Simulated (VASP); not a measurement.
Band structure of MnPd (space group Pm-3m). Level of theory: LDA (Ceperley-Alder, Perdew-Zunger), VASP's LDA PAW potentials (set 64) (plane waves; VASP 6.6.1).

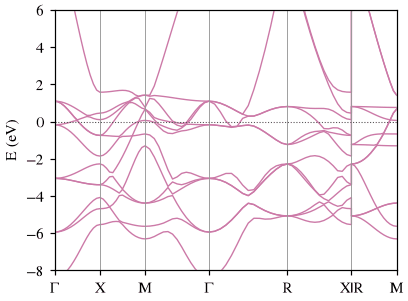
Fig. 1. Bands along high-symmetry lines, zero at the valence-band maximum or, without a gap, the Fermi level

Read the plot: is there a gap, and where are the band edges?

It has no gap at this level: it comes out as a metal or semimetal. (Edges off the drawn lines would not show.)

The structure comes from a computed database's MnPd entry (Pm-3m); how it stands against other phases isn't given here. It was relaxed first, which changed the volume by -18 %. The run is not spin-polarised, so no magnetic state was tried. The electron count is odd and the run is not spin-polarised, which forces a metal.
